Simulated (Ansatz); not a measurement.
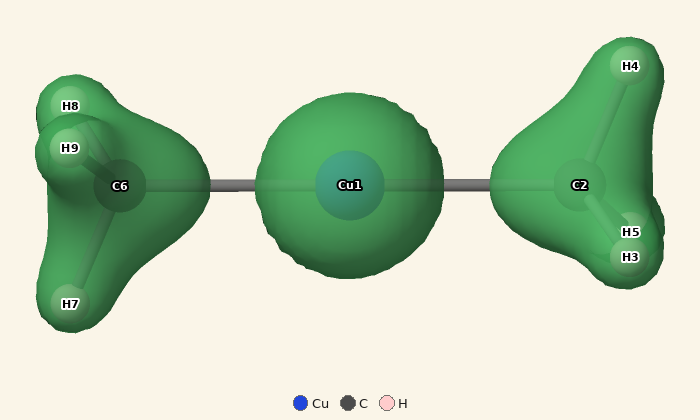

The picture shows: C2H6Cu (CuMe2) (charge −1). Isosurface of the total electron density at 1 e/Å³ (green), seen at a tilt.

Geometry: r2SCAN-D4/def2-TZVPD.

Level of theory: RKS PBE0-D4/def2-TZVPD (Ansatz).

Input

```
crystal:
  periodic: [false, false, false]
  atoms:
    - {symbol: Cu, position_ang: [-0.000025, -0.000048, 0.000000]}
    - {symbol: C, position_ang: [-0.003436, -0.014007, 1.946807]}
    - {symbol: H, position_ang: [-0.438034, 0.904579, 2.377308]}
    - {symbol: H, position_ang: [1.010919, -0.102149, 2.372627]}
    - {symbol: H, position_ang: [-0.585414, -0.853565, 2.364474]}
    - {symbol: C, position_ang: [0.003421, 0.013989, -1.946806]}
    - {symbol: H, position_ang: [-1.014465, 0.017846, -2.373296]}
    - {symbol: H, position_ang: [0.512856, -0.865472, -2.376954]}
    - {symbol: H, position_ang: [0.514169, 0.898846, -2.364151]}
basis:
  gaussian: {orbitals: def2-TZVPD, initial_orbitals: start.molden}
total_charge: -1
hamiltonian: {xc: pbe0, dispersion: d4}
scf: {omitted_lower_state_checks: [starts]}
output: {orbitals: {seedname: orbitals}}
```

Launched as:

```sh
ansatz run in.yaml --threads 4 --pin off --events-out ev --progress --plain --max-ram 3916MiB
```

**How is the density connected at this value?**

At this value the surface falls into three separate pieces. It bridges the sampled C–H (1.10 Å) contacts, where the density stays above the isovalue. It is pinched off along the sampled C–Cu (1.95 Å) contacts. On the grid the lowest density along these lines, outside the cores, is 0.76 e/Å³ (C–Cu, 1.95 Å) and 1.7 e/Å³ (C–H, 1.10 Å).
